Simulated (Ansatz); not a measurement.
FGeH₃O₂···H₂S

Input

```
crystal:
  periodic: [false, false, false]
  atoms:
    - { symbol: Ge, position_ang: [-0.062706, -0.111161, -0.080864] }
    - { symbol: F, position_ang: [-0.205712, -0.131335, 1.627907] }
    - { symbol: O, position_ang: [1.62649, -0.246866, -0.547972] }
    - { symbol: H, position_ang: [1.826326, -1.152535, -0.817571] }
    - { symbol: H, position_ang: [-0.738328, 1.124606, -0.648865] }
    - { symbol: O, position_ang: [-0.821652, -1.625697, -0.578732] }
    - { symbol: H, position_ang: [-1.316342, -2.042603, 0.136915] }
    - { symbol: S, position_ang: [1.512063, 2.514626, 1.514548] }
    - { symbol: H, position_ang: [2.51716, 1.653951, 1.226065] }
    - { symbol: H, position_ang: [0.8784, 1.571813, 2.296368] }
basis:
  gaussian: { orbitals: def2-SVP }
hamiltonian:
  xc: pbe0
relax:
  f_tol: 0.03
  max_steps: 50
output:
  orbitals: {}
```

Launched as:

```sh
ansatz run input.yaml --threads 4 --pin off --max-ram 5120MiB --backend cpu --events-out ev --progress --plain --runs-dir out
```

The fields are those of the run's last geometry, not of the input's.

Method: RKS PBE0/def2-SVP in Ansatz.

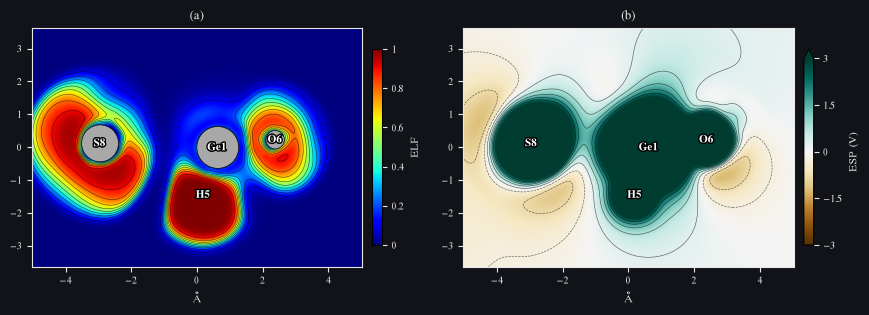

Figure 1. (a) ELF; (b) electrostatic potential on the plane of atoms H5, Ge1 and O6. Grey discs cover the atomic cores in the ELF map.

Interpret the plot.

The section cuts through Ge, H, O and S sites. Ge1···S8 (3.59 Å): the ELF dips to about 0 between them. Ge–O (1.76 Å): the ELF peaks at about 0.85 in the valence shell of O, 0.6 Å from its nucleus, and is about 0.35 at the midpoint. Ge–H (1.52 Å): the ELF climbs to about 1 towards the hydrogen. The ELF also peaks beside S8 and O6, away from the bonds: lone-pair regions. Outside the dense part of the complex the potential is most negative (−1.3 V) near O6.

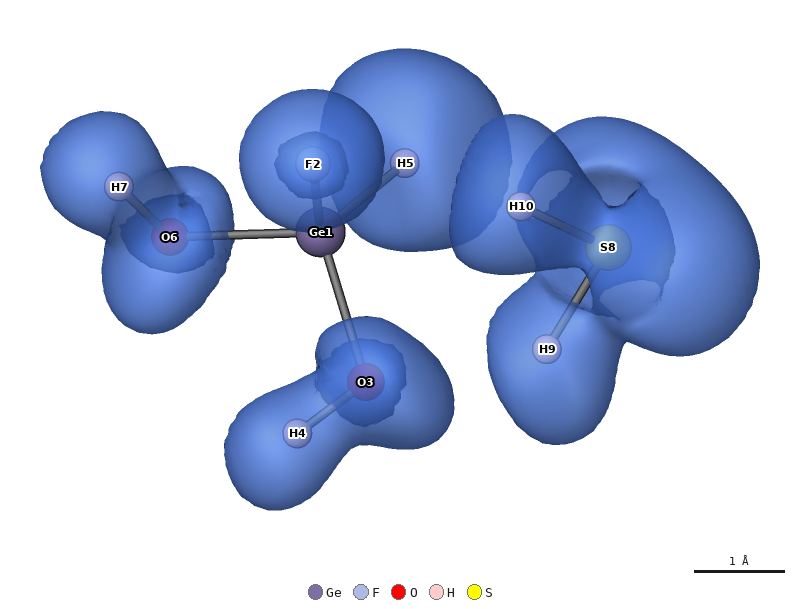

Figure 2. Isosurface of the ELF at 0.75 (blue), seen at a tilt. Only the valence region is drawn (cores and ρ < 0.01 e/Å³ removed).

Identify the bonds, lone pairs and shells in this picture.

At this value the surface marks out one region around a hydrogen nucleus, one region wrapped around F (its valence shell), two joined regions spread over several atoms (H, O), in which their bonds and any lone pairs are merged and one joined region spread over several atoms (H, S), in which their bonds and any lone pairs are merged. Along the contacts the grid gives the following. Ge–F (1.74 Å): the ELF peaks at about 0.85 in the valence shell of F, 0.6 Å from its nucleus, and is about 0.20 at the midpoint.

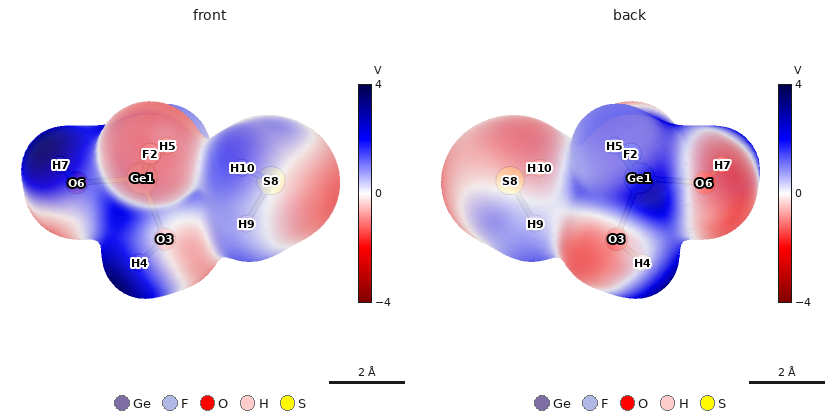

Figure 3. The molecular electrostatic potential painted on the density surface at 0.004 e/bohr³, seen from the front and from behind; the colour scale runs from red (negative) to blue (positive).

Describe the electrostatic potential map.

The most negative region (about −1.4 V) lies over O6, the most positive (about +3.5 V) over H4 and H7. O6 is the likeliest acceptor of a hydrogen bond.
